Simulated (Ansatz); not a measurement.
Input

```
crystal:
  periodic: [false, false, false]
  atoms:
    - {symbol: Cl, position_ang: [-0.879654, -2.300980, 1.667430]}
    - {symbol: Al, position_ang: [0.363236, -1.279100, 0.371672]}
    - {symbol: Cl, position_ang: [2.116507, -2.049389, -0.403424]}
    - {symbol: F, position_ang: [0.590867, 0.431967, 0.908402]}
    - {symbol: Al, position_ang: [-0.363447, 1.279092, -0.371513]}
    - {symbol: Cl, position_ang: [-2.116264, 2.051328, 0.402616]}
    - {symbol: Cl, position_ang: [0.880694, 2.299126, -1.667554]}
    - {symbol: F, position_ang: [-0.591940, -0.432045, -0.907618]}
basis:
  gaussian: {orbitals: def2-TZVPP}
hamiltonian: {xc: pbe0, dispersion: d4}
output: {orbitals: {seedname: orbitals}}
```

Command:

```sh
ansatz run in.yaml --threads 4 --pin off --events-out ev --progress --plain --max-ram 11315MiB
```

Geometry: PBE0-D4/def2-TZVP.

Level of theory: RKS PBE0-D4/def2-TZVPP (Ansatz).

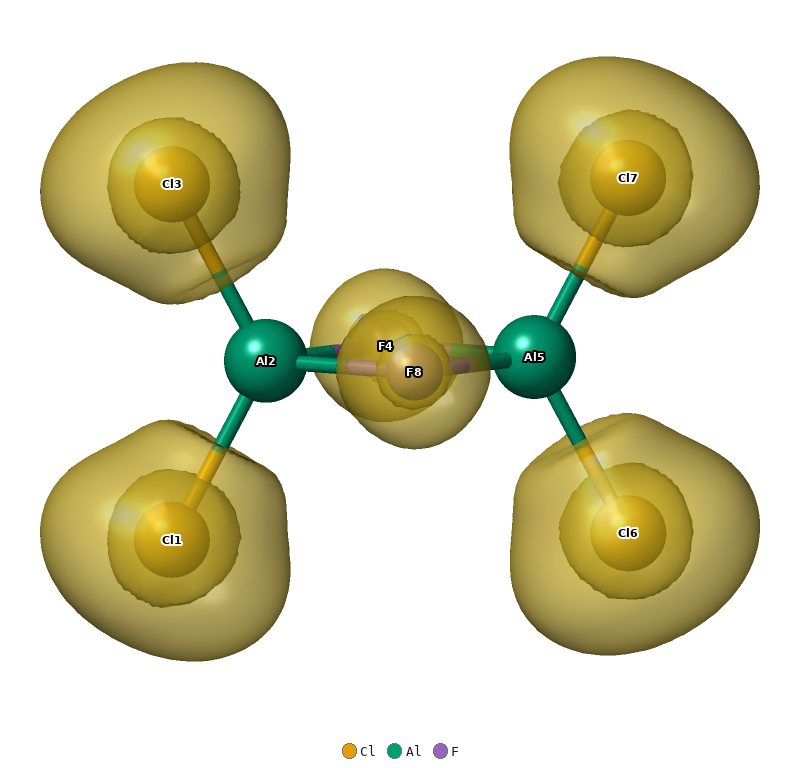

Al₂Cl₄F₂ (SMILES [Cl][Al-]1([Cl])[F+][Al-]([Cl])([Cl])[F+]1). Isosurface of the ELF at 0.75 (yellow), seen at a tilt. Core shells and regions of very low density are left out.

Question: Where are the electrons localised?

Answer: The surface consists of four regions on Cl in which the atom's valence shell and bonds are merged and two regions wrapped around F (the valence shell of each).

Values along the shortest contacts:
Al–F (1.81 Å): the ELF peaks at about 0.85 in the valence shell of F, 0.6 Å from its nucleus, and is about 0.40 at the midpoint. Al–Cl (2.07 Å): the ELF peaks at about 0.85 in the valence shell of Cl, 0.9 Å from its nucleus, and is about 0.80 at the midpoint.
